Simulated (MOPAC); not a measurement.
## Geometry relaxation of Si$_{2}$H$_{5}$O$_{4}$F (charge +1) (part 3 of 3)

The same run, continued: Si$_{2}$H$_{5}$O$_{4}$F, charge +1, multiplicity 2; PM3, unrestricted (MOPAC 23.2.5). The starting geometry was optimised with PM3.

Geometry of the input (Å):
```
O  1.9252  -0.6205  -0.4227
Si 0.6884  -0.1602  0.6279
O  0.7464  -1.0666  2.0506
O  0.9459  1.4602  1.0297
O  -0.7805  -0.4638  -0.0778
Si -1.5212  0.1398  -1.4421
F  -2.5769  1.2203  -0.9018
H  2.6276  -0.0012  -0.5463
H  0.2754  -1.8851  2.0567
H  0.6794  1.7362  1.8926
H  -2.2664  -0.9729  -2.1435
H  -0.5974  0.7979  -2.4399
```

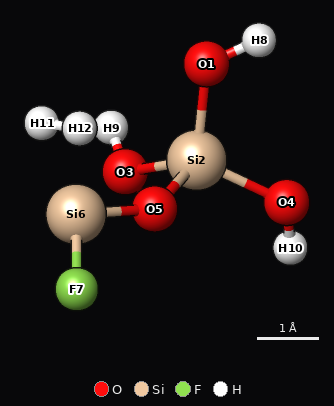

Figure 1. The geometry at step 118 of the log (ball-and-stick view, seen at a tilt; atoms are numbered from 1 in the order of the input).

Trajectory as extended XYZ, continued:
```
12
Properties=species:S:1:pos:R:3:forces:R:3 step=88 energy=-12.03964
O     1.8844   -0.6399   -0.4656    0.0222   0.0132  -0.0066
Si    0.8325   -0.0017    0.6687    0.0072  -0.0067   0.0115
O     0.1485   -1.1597    1.6661   -0.0129   0.0225  -0.0045
O     1.4854    1.3399    1.4092   -0.0105  -0.0045   0.0167
O    -0.5258    0.4831   -0.2038    0.0016   0.0090   0.0143
Si   -1.7502   -0.0832   -1.0188    0.0026  -0.0225  -0.0297
F    -2.9013    0.9487   -1.1734   -0.0160   0.0199  -0.0043
H     2.7281   -0.2312   -0.5898   -0.0217  -0.0112   0.0012
H     0.6541   -1.9057    1.9460    0.0175  -0.0158  -0.0030
H     1.0990    1.6735    2.2037    0.0181   0.0097   0.0039
H    -1.3599   -0.9284   -2.5543   -0.0060  -0.0173  -0.0035
H    -1.1664   -0.2591   -2.7637   -0.0021   0.0037   0.0040
12
Properties=species:S:1:pos:R:3:forces:R:3 step=92 energy=-12.04000
O     1.8801   -0.6379   -0.4689   -0.0058   0.0029   0.0036
Si    0.8323   -0.0005    0.6701   -0.0025   0.0111   0.0043
O     0.1499   -1.1596    1.6668   -0.0056   0.0074   0.0033
O     1.4862    1.3398    1.4123   -0.0008  -0.0032   0.0072
O    -0.5277    0.4837   -0.2006   -0.0036   0.0016   0.0014
Si   -1.7486   -0.0829   -1.0219   -0.0064  -0.0019   0.0000
F    -2.9003    0.9496   -1.1753    0.0037   0.0014  -0.0064
H     2.7261   -0.2353   -0.5925    0.0018   0.0047   0.0004
H     0.6562   -1.9073    1.9415    0.0106  -0.0131  -0.0013
H     1.1058    1.6742    2.2093    0.0102  -0.0054  -0.0057
H    -1.3557   -0.9396   -2.5542   -0.0023   0.0138  -0.0003
H    -1.1732   -0.2650   -2.7596    0.0007  -0.0193  -0.0065
12
Properties=species:S:1:pos:R:3:forces:R:3 step=95 energy=-12.04025
O     1.8715   -0.6326   -0.4753   -0.0092  -0.0024   0.0045
Si    0.8307    0.0035    0.6709   -0.0085  -0.0146   0.0001
O     0.1505   -1.1580    1.6671    0.0092  -0.0002  -0.0012
O     1.4922    1.3363    1.4187    0.0053   0.0036  -0.0065
O    -0.5309    0.4891   -0.1966   -0.0117  -0.0043  -0.0096
Si   -1.7470   -0.0842   -1.0213   -0.0040   0.0176   0.0038
F    -2.8978    0.9486   -1.1820    0.0087  -0.0098  -0.0094
H     2.7222   -0.2391   -0.5950    0.0075   0.0096  -0.0006
H     0.6569   -1.9097    1.9314   -0.0002  -0.0051  -0.0003
H     1.1169    1.6648    2.2202    0.0039   0.0055   0.0114
H    -1.3467   -0.9540   -2.5448   -0.0069   0.0038   0.0066
H    -1.1797   -0.2802   -2.7634    0.0058  -0.0038   0.0012
12
Properties=species:S:1:pos:R:3:forces:R:3 step=99 energy=-12.04062
O     1.8643   -0.6270   -0.4783    0.0017  -0.0025  -0.0003
Si    0.8282    0.0035    0.6754   -0.0014   0.0026  -0.0056
O     0.1640   -1.1647    1.6739   -0.0035   0.0050   0.0086
O     1.4893    1.3405    1.4163    0.0010  -0.0019   0.0017
O    -0.5371    0.4867   -0.1880    0.0049   0.0019   0.0057
Si   -1.7506   -0.0817   -1.0186   -0.0069  -0.0038  -0.0066
F    -2.8921    0.9570   -1.2014   -0.0077   0.0115   0.0016
H     2.7166   -0.2362   -0.5968   -0.0010   0.0083  -0.0017
H     0.6679   -1.9274    1.9103    0.0042  -0.0025  -0.0015
H     1.1364    1.6582    2.2324   -0.0012  -0.0089  -0.0045
H    -1.3428   -0.9675   -2.5269   -0.0056  -0.0156  -0.0013
H    -1.1902   -0.2970   -2.7642    0.0153   0.0058   0.0038
12
Properties=species:S:1:pos:R:3:forces:R:3 step=103 energy=-12.04134
O     1.8597   -0.6181   -0.4862    0.0026   0.0029  -0.0002
Si    0.8271   -0.0005    0.6783    0.0004   0.0177   0.0150
O     0.1924   -1.1667    1.6982    0.0243  -0.0263  -0.0073
O     1.4759    1.3467    1.4131    0.0032  -0.0259  -0.0327
O    -0.5475    0.4722   -0.1756   -0.0451  -0.0006  -0.0313
Si   -1.7632   -0.0745   -1.0183    0.0456  -0.0156   0.0279
F    -2.8831    0.9814   -1.2310    0.0097   0.0148   0.0006
H     2.7034   -0.2112   -0.6144   -0.0149  -0.0044  -0.0006
H     0.6796   -1.9581    1.8681   -0.0122   0.0200   0.0005
H     1.1584    1.6236    2.2575   -0.0115   0.0144   0.0282
H    -1.3495   -1.0021   -2.5032   -0.0155  -0.0196   0.0087
H    -1.1710   -0.3394   -2.7432    0.0135   0.0227  -0.0087
12
Properties=species:S:1:pos:R:3:forces:R:3 step=107 energy=-12.04169
O     1.8581   -0.6171   -0.4860   -0.0084  -0.0029  -0.0007
Si    0.8260   -0.0011    0.6798   -0.0031   0.0075   0.0032
O     0.1987   -1.1689    1.7022    0.0202  -0.0344   0.0019
O     1.4717    1.3493    1.4107   -0.0144   0.0024   0.0298
O    -0.5503    0.4668   -0.1744   -0.0087  -0.0043  -0.0057
Si   -1.7646   -0.0767   -1.0192    0.0049   0.0117   0.0084
F    -2.8768    0.9882   -1.2327    0.0184  -0.0080   0.0000
H     2.6996   -0.2073   -0.6176   -0.0018   0.0016  -0.0022
H     0.6855   -1.9616    1.8679   -0.0140   0.0338  -0.0064
H     1.1587    1.6246    2.2586    0.0081  -0.0068  -0.0302
H    -1.3632   -1.0002   -2.5083   -0.0150  -0.0317   0.0095
H    -1.1646   -0.3419   -2.7434    0.0138   0.0312  -0.0076
12
Properties=species:S:1:pos:R:3:forces:R:3 step=111 energy=-12.04206
O     1.8449   -0.6097   -0.4947    0.0067   0.0070  -0.0001
Si    0.8238    0.0017    0.6835   -0.0008  -0.0043  -0.0042
O     0.2084   -1.1736    1.7043    0.0188  -0.0342   0.0041
O     1.4718    1.3490    1.4171   -0.0042   0.0059   0.0163
O    -0.5558    0.4697   -0.1653   -0.0056  -0.0015  -0.0006
Si   -1.7651   -0.0768   -1.0149   -0.0022   0.0049  -0.0009
F    -2.8664    0.9940   -1.2526    0.0051   0.0030   0.0029
H     2.6843   -0.1985   -0.6355   -0.0087  -0.0033   0.0006
H     0.6957   -1.9696    1.8524   -0.0157   0.0315  -0.0021
H     1.1730    1.6138    2.2733    0.0001  -0.0076  -0.0222
H    -1.3934   -1.0188   -2.5007    0.0074   0.0068   0.0025
H    -1.1392   -0.3738   -2.7235   -0.0010  -0.0081   0.0037
12
Properties=species:S:1:pos:R:3:forces:R:3 step=114 energy=-12.04206
O     1.8423   -0.6032   -0.5007   -0.0316  -0.0178   0.0036
Si    0.8232    0.0018    0.6826    0.0043   0.0002   0.0009
O     0.2079   -1.1746    1.7023    0.0063  -0.0149  -0.0063
O     1.4741    1.3462    1.4191   -0.0013  -0.0040   0.0017
O    -0.5581    0.4745   -0.1612    0.0078  -0.0030   0.0105
Si   -1.7668   -0.0768   -1.0081   -0.0194   0.0163  -0.0155
F    -2.8631    0.9957   -1.2628    0.0140  -0.0089   0.0054
H     2.6798   -0.1901   -0.6429    0.0216   0.0123  -0.0016
H     0.6870   -1.9764    1.8428    0.0017   0.0190  -0.0021
H     1.1777    1.6057    2.2773   -0.0039   0.0055   0.0020
H    -1.3877   -1.0319   -2.4823    0.0024  -0.0055   0.0008
H    -1.1260   -0.3918   -2.7093   -0.0019   0.0007   0.0006
12
Properties=species:S:1:pos:R:3:forces:R:3 step=118 energy=-12.04233
O     1.8355   -0.6006   -0.5036    0.0058  -0.0015  -0.0045
Si    0.8213    0.0000    0.6861    0.0109   0.0013   0.0031
O     0.2240   -1.1810    1.7107   -0.0147   0.0146  -0.0051
O     1.4669    1.3497    1.4176    0.0038  -0.0052  -0.0069
O    -0.5644    0.4650   -0.1534   -0.0087   0.0020  -0.0030
Si   -1.7699   -0.0742   -1.0121   -0.0088   0.0032   0.0016
F    -2.8542    1.0085   -1.2723    0.0041   0.0007   0.0004
H     2.6741   -0.1884   -0.6460   -0.0057  -0.0013   0.0003
H     0.7096   -1.9798    1.8412    0.0155  -0.0163   0.0062
H     1.1763    1.6075    2.2781   -0.0081   0.0028   0.0064
H    -1.3953   -1.0412   -2.4811   -0.0014  -0.0126   0.0082
H    -1.1298   -0.4032   -2.7082    0.0072   0.0123  -0.0067
12
Properties=species:S:1:pos:R:3:forces:R:3 step=122 energy=-12.04257
O     1.8271   -0.5944   -0.5123    0.0049   0.0033  -0.0025
Si    0.8199   -0.0011    0.6872   -0.0011   0.0008  -0.0044
O     0.2377   -1.1892    1.7117   -0.0177   0.0132   0.0007
O     1.4616    1.3495    1.4200    0.0118  -0.0025  -0.0135
O    -0.5726    0.4616   -0.1425    0.0040   0.0019   0.0035
Si   -1.7762   -0.0717   -1.0070    0.0085  -0.0102   0.0030
F    -2.8415    1.0228   -1.2918   -0.0139   0.0145  -0.0041
H     2.6656   -0.1828   -0.6565   -0.0048   0.0006  -0.0003
H     0.7316   -1.9836    1.8374    0.0150  -0.0220   0.0072
H     1.1699    1.6052    2.2807   -0.0083   0.0047   0.0134
H    -1.3886   -1.0632   -2.4540    0.0048   0.0067  -0.0065
H    -1.1249   -0.4285   -2.6945   -0.0032  -0.0108   0.0034
12
Properties=species:S:1:pos:R:3:forces:R:3 step=126 energy=-12.04272
O     1.8235   -0.5886   -0.5182   -0.0032  -0.0047   0.0013
Si    0.8191   -0.0018    0.6869   -0.0004   0.0004   0.0008
O     0.2350   -1.1942    1.7058   -0.0005  -0.0014  -0.0030
O     1.4674    1.3437    1.4236    0.0039  -0.0024  -0.0049
O    -0.5752    0.4658   -0.1372    0.0004   0.0002  -0.0005
Si   -1.7765   -0.0707   -1.0038   -0.0036   0.0041  -0.0054
F    -2.8395    1.0245   -1.2985    0.0065  -0.0069   0.0017
H     2.6630   -0.1785   -0.6601    0.0011   0.0047  -0.0003
H     0.7423   -1.9771    1.8522    0.0000   0.0023   0.0006
H     1.1604    1.6122    2.2751   -0.0021   0.0019   0.0063
H    -1.3839   -1.0742   -2.4429    0.0033   0.0130  -0.0024
H    -1.1192   -0.4408   -2.6862   -0.0054  -0.0112   0.0059
12
Properties=species:S:1:pos:R:3:forces:R:3 step=130 energy=-12.04275
O     1.8240   -0.5886   -0.5182    0.0006  -0.0005   0.0007
Si    0.8191   -0.0002    0.6856    0.0009  -0.0003   0.0004
O     0.2265   -1.1941    1.6979   -0.0009  -0.0021  -0.0002
O     1.4739    1.3397    1.4267   -0.0008   0.0000   0.0002
O    -0.5734    0.4732   -0.1385    0.0005  -0.0001  -0.0006
Si   -1.7742   -0.0712   -1.0017    0.0004  -0.0005  -0.0003
F    -2.8428    1.0180   -1.2962    0.0007   0.0002  -0.0003
H     2.6638   -0.1786   -0.6595   -0.0006   0.0020  -0.0007
H     0.7386   -1.9711    1.8585   -0.0006   0.0023   0.0005
H     1.1583    1.6158    2.2728    0.0010  -0.0007   0.0005
H    -1.3821   -1.0742   -2.4407    0.0003   0.0006  -0.0001
H    -1.1151   -0.4417   -2.6827   -0.0015  -0.0009   0.0001
12
Properties=species:S:1:pos:R:3:forces:R:3 step=134 energy=-12.04276
O     1.8234   -0.5876   -0.5192    0.0009   0.0009   0.0006
Si    0.8190    0.0005    0.6852   -0.0002  -0.0013  -0.0002
O     0.2234   -1.1948    1.6942    0.0017  -0.0041   0.0002
O     1.4767    1.3376    1.4288   -0.0023   0.0014   0.0021
O    -0.5731    0.4767   -0.1384    0.0010  -0.0010   0.0001
Si   -1.7736   -0.0713   -1.0000    0.0009   0.0000  -0.0001
F    -2.8432    1.0163   -1.2975    0.0008   0.0002  -0.0002
H     2.6624   -0.1765   -0.6616   -0.0005   0.0011  -0.0003
H     0.7384   -1.9685    1.8616   -0.0030   0.0049  -0.0002
H     1.1585    1.6158    2.2732    0.0021  -0.0016  -0.0016
H    -1.3800   -1.0776   -2.4361   -0.0002  -0.0005  -0.0001
H    -1.1140   -0.4455   -2.6801   -0.0013   0.0000  -0.0002
12
Properties=species:S:1:pos:R:3:forces:R:3 step=137 energy=-12.04277
O     1.8229   -0.5862   -0.5199    0.0014   0.0005  -0.0004
Si    0.8189    0.0010    0.6852    0.0000  -0.0002   0.0008
O     0.2209   -1.1949    1.6921   -0.0007   0.0004  -0.0010
O     1.4781    1.3363    1.4305   -0.0016   0.0008   0.0011
O    -0.5723    0.4789   -0.1388   -0.0004  -0.0010   0.0001
Si   -1.7731   -0.0715   -0.9988   -0.0004   0.0000  -0.0005
F    -2.8426    1.0154   -1.2990   -0.0001   0.0008   0.0003
H     2.6593   -0.1712   -0.6662    0.0009  -0.0001   0.0006
H     0.7371   -1.9666    1.8642    0.0006   0.0003   0.0000
H     1.1633    1.6114    2.2772    0.0008  -0.0008  -0.0009
H    -1.3785   -1.0824   -2.4316   -0.0002   0.0005  -0.0002
H    -1.1168   -0.4498   -2.6792   -0.0003  -0.0011   0.0001
12
Properties=species:S:1:pos:R:3:forces:R:3 step=141 energy=-12.04278
O     1.8249   -0.5880   -0.5177    0.0004   0.0000  -0.0003
Si    0.8191   -0.0005    0.6857    0.0000   0.0007   0.0009
O     0.2254   -1.1946    1.6974   -0.0008   0.0011  -0.0016
O     1.4733    1.3396    1.4271   -0.0004  -0.0005   0.0006
O    -0.5727    0.4728   -0.1397   -0.0004   0.0000  -0.0002
Si   -1.7745   -0.0713   -1.0015    0.0003  -0.0004   0.0002
F    -2.8418    1.0191   -1.2969   -0.0001   0.0002  -0.0004
H     2.6607   -0.1716   -0.6641    0.0008   0.0002   0.0002
H     0.7400   -1.9687    1.8632    0.0009  -0.0009   0.0004
H     1.1626    1.6113    2.2764   -0.0001  -0.0001  -0.0001
H    -1.3825   -1.0775   -2.4385   -0.0002   0.0010   0.0001
H    -1.1197   -0.4445   -2.6837   -0.0004  -0.0012   0.0003
12
Properties=species:S:1:pos:R:3:forces:R:3 step=145 energy=-12.04279
O     1.8244   -0.5873   -0.5184    0.0006   0.0010  -0.0001
Si    0.8190   -0.0001    0.6856    0.0001  -0.0002  -0.0001
O     0.2242   -1.1951    1.6955    0.0001  -0.0008  -0.0003
O     1.4744    1.3386    1.4282   -0.0001   0.0001   0.0003
O    -0.5727    0.4743   -0.1393   -0.0002   0.0004  -0.0003
Si   -1.7743   -0.0713   -1.0006   -0.0002  -0.0001   0.0003
F    -2.8416    1.0186   -1.2981    0.0002   0.0000  -0.0002
H     2.6598   -0.1704   -0.6654    0.0008  -0.0002   0.0003
H     0.7402   -1.9677    1.8643   -0.0003   0.0006   0.0000
H     1.1629    1.6110    2.2769   -0.0002  -0.0003   0.0002
H    -1.3823   -1.0796   -2.4359   -0.0004  -0.0004   0.0000
H    -1.1185   -0.4473   -2.6817   -0.0002  -0.0002  -0.0001
```

Key numbers:

- outcome: converged
- total energy: −67.608430 hartree
- dispersion energy: 0.000000 hartree
- heat of formation: −277.71 kcal/mol
- basis functions: 33
- largest force: 0.001 eV/Å
- ⟨S²⟩: 0.757
- wall time: 0.93 s
- peak memory: 0.071 GiB

MOPAC's energies along a path are heats of formation.
